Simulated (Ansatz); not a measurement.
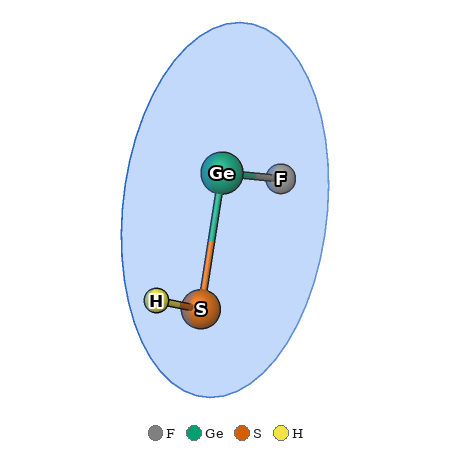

All proper rotation axes (lines) and mirror planes (discs) of the structure are drawn in. Distant atoms are faded towards the background colour. The geometry was computed by an optimisation with PBE0-D4/def2-TZVP.

### Name the symmetry elements and the point group.

It has 1 mirror plane. Point group Cs. The group has 2 operations. The geometry is achiral, and symmetry allows a dipole moment.
